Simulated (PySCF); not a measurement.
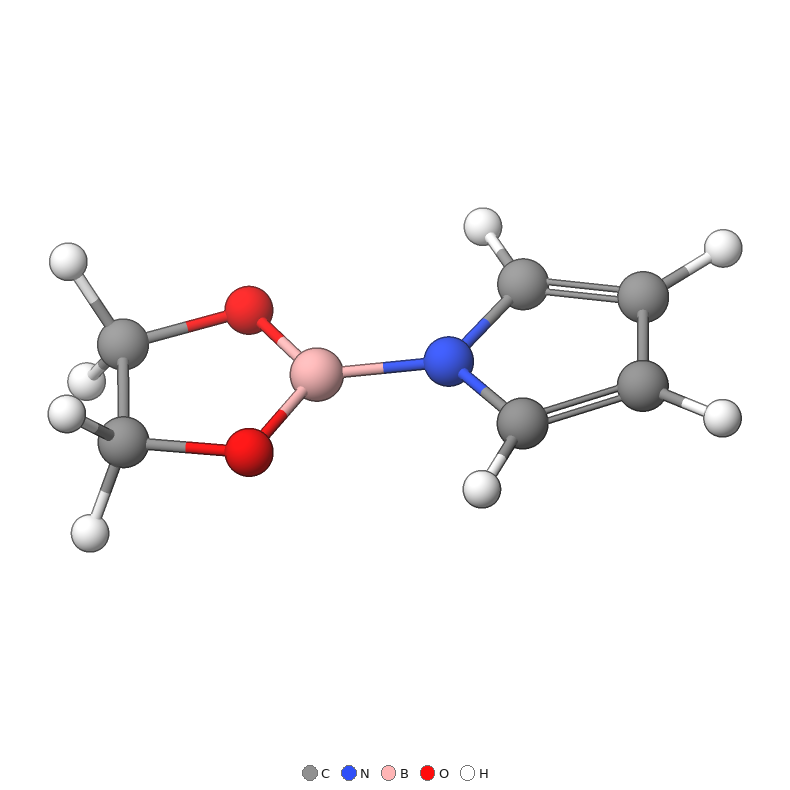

Ball-and-stick drawing of a structure.

The computed structure is the end point of a PBE0-D3(BJ)/def2-SVP optimisation. No frequency run is at hand to confirm it as a minimum.

Identify the structure.

Formula C6H8BNO2. SMILES: `c1ccn(B2OCCO2)c1`. Independent rings (smallest set): 2 of 5 members, 1 of them aromatic. Coordination: 4 C trigonal planar; 1 N trigonal planar; 1 B trigonal planar; 2 O bent; 2 C tetrahedral.

More results for the same structure follow; atom numbers are the same in all pictures, views and colours differ.

## Shape

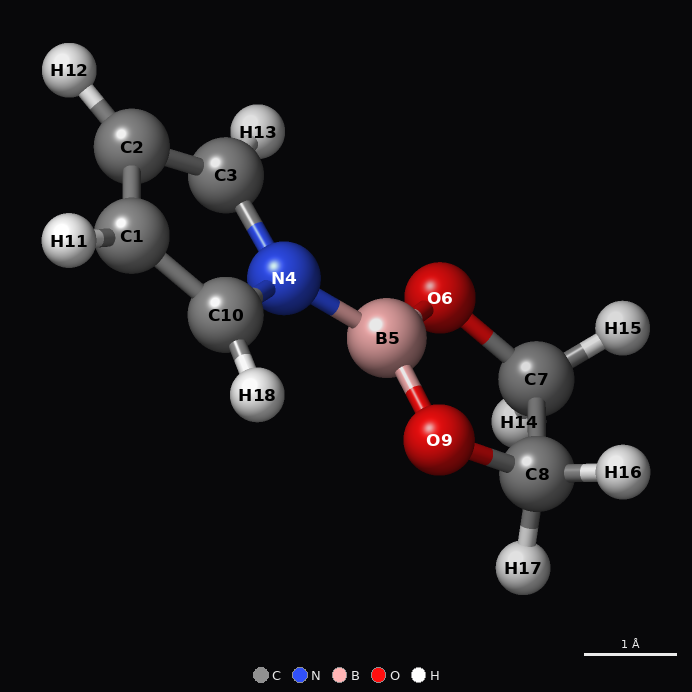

Atoms carry their numbers in the input. No frequency run is at hand to confirm it as a minimum.

Give the bond lengths. Leave out bonds to hydrogen.

| bond | length (Å) | order |
| --- | --- | --- |
| C1–C2 | 1.430 | aromatic |
| C1–C10 | 1.370 | aromatic |
| C2–C3 | 1.370 | aromatic |
| C3–N4 | 1.382 | aromatic |
| N4–B5 | 1.437 | single |
| N4–C10 | 1.382 | aromatic |
| B5–O6 | 1.363 | single |
| B5–O9 | 1.362 | single |
| O6–C7 | 1.417 | single |
| C7–C8 | 1.547 | single |
| C8–O9 | 1.417 | single |

## Polarisability

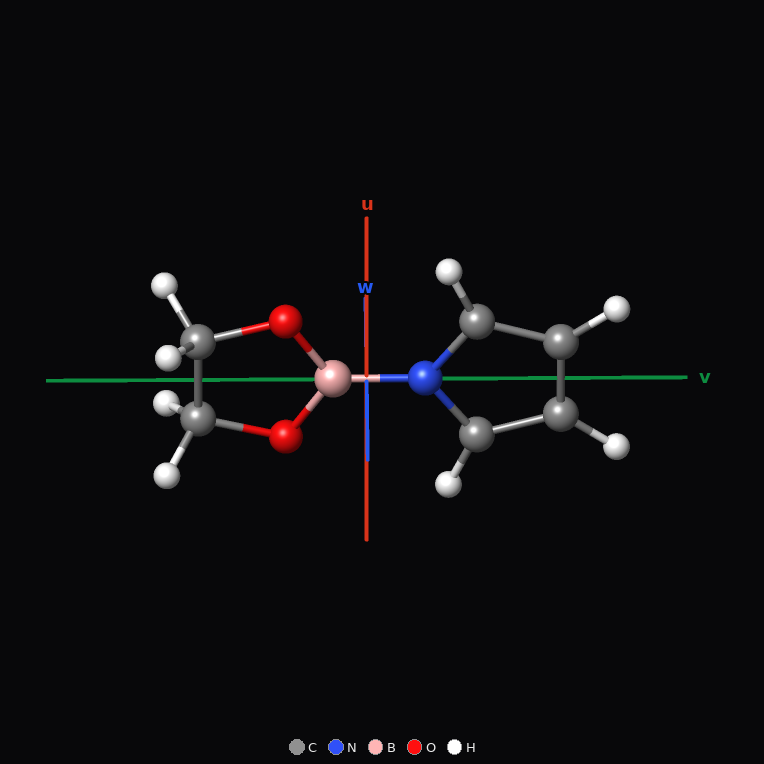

The lines u, v and w are the principal axes of the static dipole polarisability. No frequency run is at hand to confirm it as a minimum. Level of theory: CAM-B3LYP/def2-SVPD in acetonitrile (IEF-PCM) (PySCF 2.14.0).

Along which axis is the molecule most polarisable, and along which least?

Most along v, least along w.

Give the three principal values.

u 126.9, v 154.7, w 86.3 bohr³; mean 122.6, anisotropy 59.5 bohr³.

## Ring current

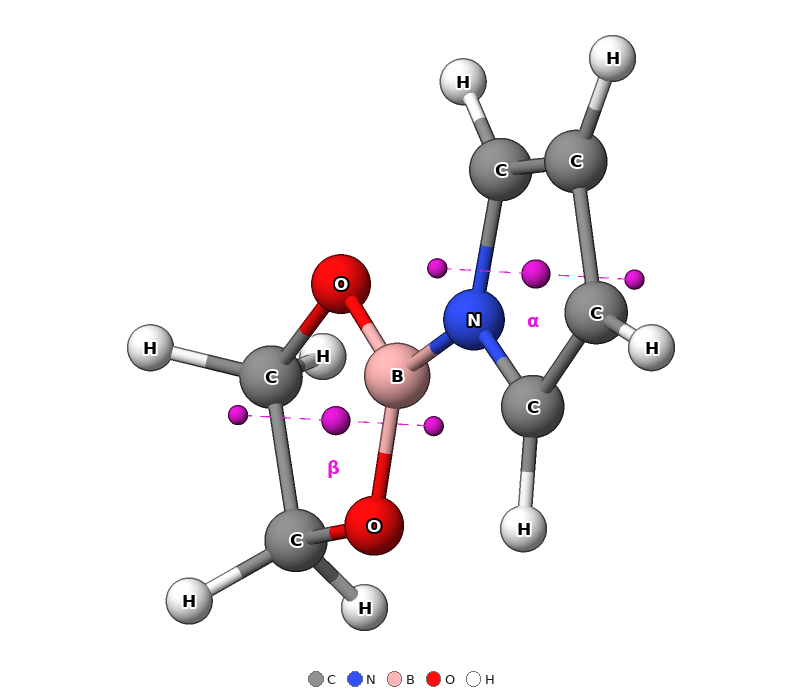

The small points mark where nucleus-independent chemical shifts (NICS) were computed: at the centre of each lettered ring and 1 Å above and below it. No frequency run is at hand to confirm it as a minimum. Method: GIAO PBE0/pcSseg-1 NMR shielding, non-relativistic, IEF-PCM acetonitrile (PySCF 2.14.0).

Give NICS(0), NICS(1) and the out-of-plane component NICS(1)zz for each ring (means of the two sides).

| ring | members | NICS(0) | NICS(1) | NICS(1)zz |
| --- | --- | --- | --- | --- |
| α | C4N | −12.1 | −10.7 | −27.9 |
| β | C2BO2 | −5.1 | −1.6 | −3.0 |

Values in ppm.

What do the values say about the ring currents?

Ring α: diatropic, as in an aromatic ring. Ring β: weak, as in a non-aromatic ring. NICS is one index among several.

## Charges

The questions are on Hirshfeld charges. No frequency run is at hand to confirm it as a minimum. Properties computed with PBE0/pcSseg-1 in acetonitrile (IEF-PCM) (PySCF 2.14.0).

Give the Hirshfeld charges atom by atom.

```csv
atom,value (e)
C1,−0.10
C2,−0.10
C3,−0.04
N4,−0.08
B5,0.27
O6,−0.20
C7,0.02
C8,0.02
O9,−0.20
C10,−0.04
H11,0.05
H12,0.05
H13,0.06
H14,0.06
H15,0.06
H16,0.06
H17,0.06
H18,0.06
```
